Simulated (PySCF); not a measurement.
C₅H₁₁FO₂Si (SMILES CO[Si](F)(OC)C1CC1)

Input

```
{"job": {"kind": "nmr", "xc": "PBE0", "basis": "pcSseg-1"}, "charge": 0, "multiplicity": 1}
C      2.443181    -1.013082    -0.108782
O      1.671063     0.101752     0.259340
Si     0.133525     0.454710    -0.110045
F      0.068975     0.542540    -1.731618
O     -0.234787     1.872618     0.544585
C      0.510699     3.064222     0.580236
C     -1.154024    -0.775806     0.460013
C     -2.449883    -0.955733    -0.283286
C     -1.406850    -2.017744    -0.354160
H      1.997595    -1.933236     0.273696
H      2.524175    -1.082568    -1.194665
H      3.435011    -0.880866     0.323133
H      1.528658     2.868178     0.917919
H      0.544188     3.517973    -0.411625
H      0.012854     3.739587     1.275648
H     -1.224176    -0.912044     1.532210
H     -3.340386    -1.146383     0.296560
H     -2.620277    -0.350418    -1.159265
H     -1.575170    -2.947296     0.170188
H     -0.869517    -2.135725    -1.283118
```

Launched as:

```sh
OMP_NUM_THREADS=1 python probes_run.py task.json out
```

Geometry: GFN2-xTB.

The calculation used PySCF, PBE0/pcSseg-1, SCF density, gas phase, non-relativistic.

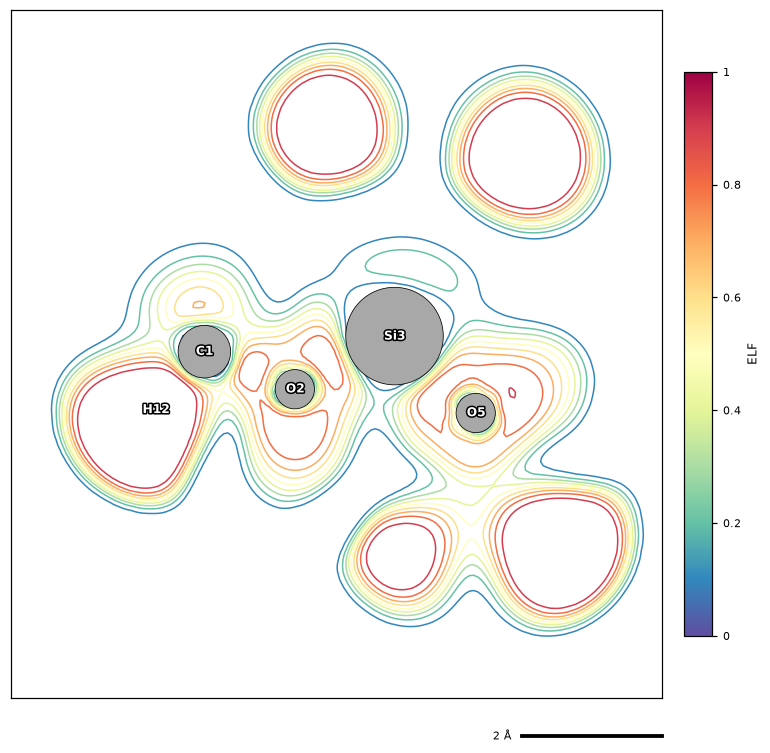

Figure 1. Electron localisation function on the plane of atoms O2, Si3 and O5. Grey discs cover the atomic cores.

Question: Read the bonding off the picture.

Answer:
- The section cuts through C, O, Si and H sites.
- C–O (1.41 Å): the ELF peaks at about 0.90 between the atoms; a polar covalent bond.
- Si–O (1.60 Å): the ELF peaks at about 0.85 between the atoms, as expected for a polar covalent bond.
- C–H (1.09 Å): the ELF climbs to about 1 towards the hydrogen, as it does in any bond to H; an ordinary covalent bond to hydrogen.
- The ELF also peaks beside O2 and O5, away from the bonds: lone-pair regions.

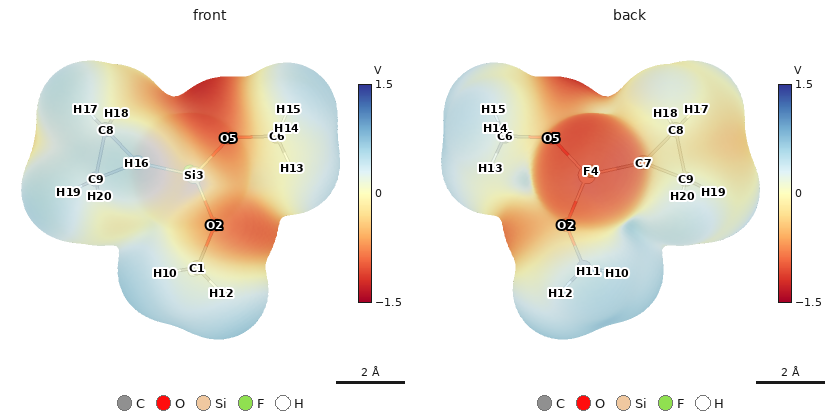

Figure 2. The molecular electrostatic potential painted on the density surface at 0.001 e/bohr³, seen from the front and from behind; red is negative and blue positive.

Question: Describe the electrostatic potential map.

Answer: The most negative region (about −1.2 V, or −28 kcal/mol for a unit charge) lies over O5, the most positive (about +0.6 V, or +14 kcal/mol for a unit charge) over C1, Si3, H10 and H12. O5 is the likeliest acceptor of a hydrogen bond.
